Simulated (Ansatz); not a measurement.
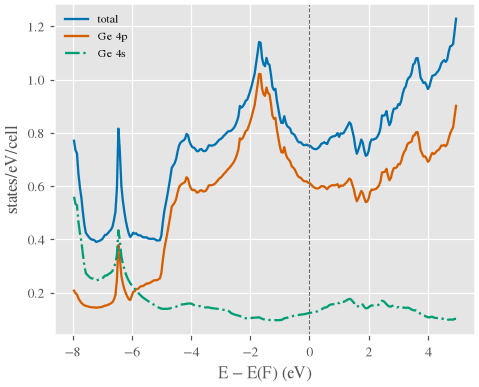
Fig. 1. Total and projected density of states of Ge (β-Sn type, I4_1/amd), the program Ansatz at the LDA level (PAW)

Question: Which orbitals carry the states next to the Fermi level?

Answer: Within 0.5 eV of the Fermi level: Ge 4p 81 %, Ge 4s 16 %. Projections are on Löwdin-orthogonalised atomic valence shells; empty p or d shells of many metals are not among them.

Question: Where is the tallest occupied peak in this window, and what makes it?

Answer: Near -1.7 eV, about 1.1 states/eV per cell; the largest projected share is Ge 4p.

This is a known high-pressure phase of the composition, computed here at zero pressure and temperature. The LDA relaxation kept the symmetry of its start; of distortions, only those at the zone centre were tested. Scalar-relativistic: spin–orbit coupling is off unless named, which matters more the heavier the elements.

Potentials: the later of the program's two PAW sets.
